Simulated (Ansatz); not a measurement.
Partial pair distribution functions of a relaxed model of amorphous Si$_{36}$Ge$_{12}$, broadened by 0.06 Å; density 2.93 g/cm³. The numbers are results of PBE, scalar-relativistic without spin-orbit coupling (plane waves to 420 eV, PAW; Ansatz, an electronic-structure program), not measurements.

A CHGNet melt-quench gave the starting glass, which DFT then relaxed. The hot cell started wider than the set density and was brought back towards it in steps. It is the lowest in DFT energy of 2 quenches. It is a model cell: composition and starting density were chosen by hand, and all elements were melted together. No dispersion term was used. Its density started from a set value of 2.93 and ended at 2.93 g/cm³. The quench (nominally 52 K/ps over its main leg) was far faster than any real one, so the model tends to hold more defects than a real film. A cell of this size samples the disorder only roughly. The volume was held where the preparation left it, at a PBE pressure of -2.4 GPa (tension). Stress components on the final sampling reach 3.0 GPa. On a 2×2×2 Γ-centred mesh force components of up to 0.24 eV/Å stay, since the relaxation ran on one k-point at (1/4, 1/4, 1/4).

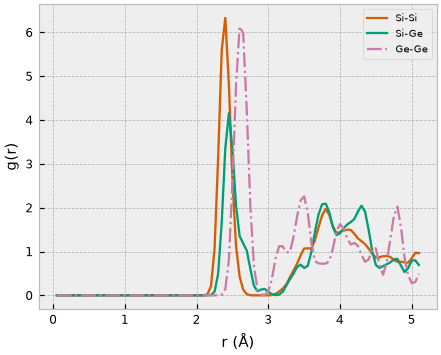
*Partial pair distribution functions*

Highest peaks under 4.5 Å: Si-Si near 2.40 Å, Si-Ge near 2.45 Å, Ge-Ge near 2.60 Å; pairs of few atoms are noisy.

Within 2.72 Å each Si has 3.11 Si neighbours on average.
